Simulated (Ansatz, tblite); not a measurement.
# SiHMe3 (C₃H₁₀Si): rung by rung

How do method and basis change the picture of SiHMe3 (C₃H₁₀Si) (singlet)?

The runs use Ansatz 0.2.0, Gaussian basis; as each input shows.

Levels to be run: GFN1-xTB, GFN2-xTB, PBE-D4/def2-TZVP, r2SCAN-D4/def2-TZVP, B2PLYP/def2-TZVP, PBE-QIDH/def2-TZVP, revPBE-D4/def2-TZVP, PBE-D4/def2-SVP, PBE0-D4/def2-SVP, HF/STO-3G, CCSD(T)/def2-TZVP, RPA/def2-TZVP.

2 further runs of the same task are left out: 2 set aside as unsound or not needed.

### Step 1. The structure

The geometry is that of the singlet, from an earlier relaxation (PBE0-D4/def2-SVP).

14 atoms, charge 0, spin multiplicity 1.

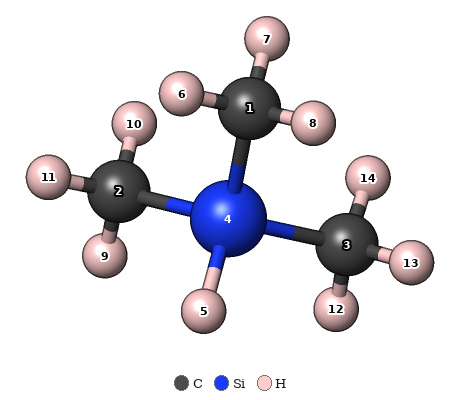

The structure; carbon dark grey, silicon blue, hydrogen pink; atoms are numbered from 1 in the order of the file.

PBE0-D4/def2-TZVP was run before; its log isn't repeated, and its numbers join the tables.

### Step 2. GFN1-xTB

Tight binding, by tblite at 300 K electronic temperature and without a spin-polarisation term:

```python
tblite.interface.Calculator('GFN1-xTB', numbers, positions, charge=0, uhf=0).singlepoint()
```

Energy -369.7703 eV, HOMO -11.75 eV, LUMO -4.25 eV; 0.004 s.

### Step 3. GFN2-xTB

Tight binding, by tblite at 300 K electronic temperature and without a spin-polarisation term:

```python
tblite.interface.Calculator('GFN2-xTB', numbers, positions, charge=0, uhf=0).singlepoint()
```

Energy -359.9863 eV, HOMO -10.74 eV, LUMO -3.67 eV; 0.003 s.

### Step 4. PBE-D4/def2-TZVP

start.molden holds the orbitals of an earlier run on this state, given as this run's starting guess.

in.yaml reads:

```yaml
crystal:
  periodic: [false, false, false]
  atoms:
    - {symbol: C, position_ang: [1.782896, 0.005442, -0.116809]}
    - {symbol: C, position_ang: [-0.896935, 1.541382, -0.110867]}
    - {symbol: C, position_ang: [-0.887100, -1.547492, -0.104555]}
    - {symbol: Si, position_ang: [0.001612, 0.001017, 0.492677]}
    - {symbol: H, position_ang: [0.006677, 0.004138, 1.994525]}
    - {symbol: H, position_ang: [2.326195, 0.891527, 0.247909]}
    - {symbol: H, position_ang: [1.818496, 0.016381, -1.218331]}
    - {symbol: H, position_ang: [2.324569, -0.888801, 0.230080]}
    - {symbol: H, position_ang: [-1.937870, 1.561438, 0.248765]}
    - {symbol: H, position_ang: [-0.918825, 1.574211, -1.212273]}
    - {symbol: H, position_ang: [-0.399425, 2.457485, 0.244831]}
    - {symbol: H, position_ang: [-1.930085, -1.569298, 0.249032]}
    - {symbol: H, position_ang: [-0.387771, -2.458779, 0.260846]}
    - {symbol: H, position_ang: [-0.902425, -1.588641, -1.205820]}
basis:
  gaussian: {orbitals: def2-TZVP, initial_orbitals: start.molden}
hamiltonian: {xc: pbe, dispersion: d4}
scf: {omitted_lower_state_checks: [starts]}
output: {forces: true, orbitals: {seedname: orbitals}}
```

Launch:

```bash
$ ansatz run in.yaml --threads 2 --pin off --events-out ev --progress --plain --max-ram 4352MiB
```

Further steps of the session: r2SCAN-D4/def2-TZVP; B2PLYP/def2-TZVP; PBE-QIDH/def2-TZVP; revPBE-D4/def2-TZVP; PBE-D4/def2-SVP; PBE0-D4/def2-SVP; HF/STO-3G; CCSD(T)/def2-TZVP; RPA/def2-TZVP.

Q: Predict the results of all the runs planned. Wanted: gap in def2-TZVP, named functionals, smallest and largest; correlation energy, CCSD(T)/def2-TZVP; binding an atom, CCSD(T)/def2-TZVP; PBE0 total energy, smallest basis above largest.

The runs gave:

| quantity | value |
| --- | --- |
| gap in def2-TZVP, named functionals, smallest and largest | 7.52 eV (PBE-D4), 9.59 eV (PBE0-D4) |
| correlation energy, CCSD(T)/def2-TZVP | -19.84 eV |
| binding an atom, CCSD(T)/def2-TZVP | 3.700 eV |
| PBE0 total energy, smallest basis above largest | 6.32 eV (def2-SVP, def2-TZVP) |

In words: Orbital gaps of the named functionals in def2-TZVP span 7.52 eV (PBE-D4) to 9.59 eV (PBE0-D4); exact exchange widens it. A small miss in a minimal or small basis is a cancelling of errors, not accuracy. The functionals in def2-TZVP miss CCSD(T)/def2-TZVP by +0.088 (revPBE-D4) to +0.152 eV (PBE-D4) an atom. CCSD(T)/def2-TZVP isn't at the basis-set limit; small misses against it rank nothing.
